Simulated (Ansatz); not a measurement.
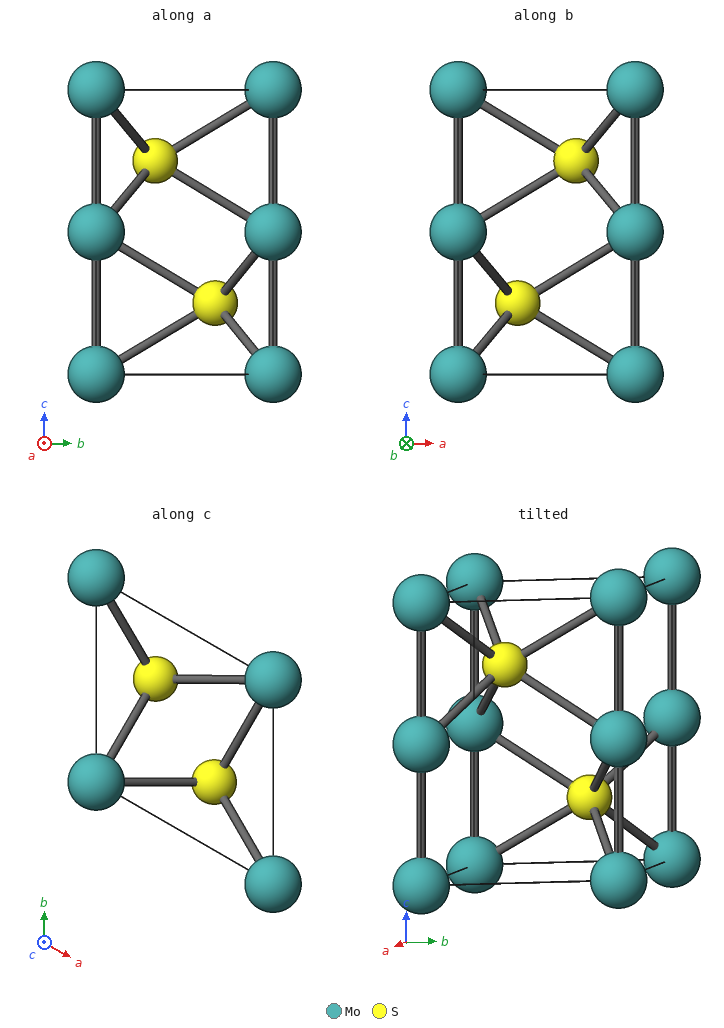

This ball-and-stick model is shown along the a axis, along the b axis, along the c axis and slightly off an axis. Atoms at the boundary of the unit cell (the box) are drawn once for each face, edge or corner they touch.

Lattice parameters: a = 3.742 Å, b = 3.742 Å, c = 5.211 Å, α = 90.00°, β = 90.00°, γ = 120.00°. Put a along x and b in the xy plane.

> Give the atomic positions as a POSCAR file, with free fractional coordinates to two decimals.

```
Mo S
1.0
     3.742    0.000    0.000
    -1.871    3.240    0.000
     0.000    0.000    5.211
Mo S
2 2
Direct
  0.00 0.00 0.00
  0.00 0.00 0.50
  0.34 0.67 0.25
  0.67 0.33 0.75
```

Origin of the cell: a structure type filled with these elements by a generator (whether the compound takes this form wasn't checked). The cell was then strained or its atoms displaced on purpose. It was the input of a calculation with Ansatz.
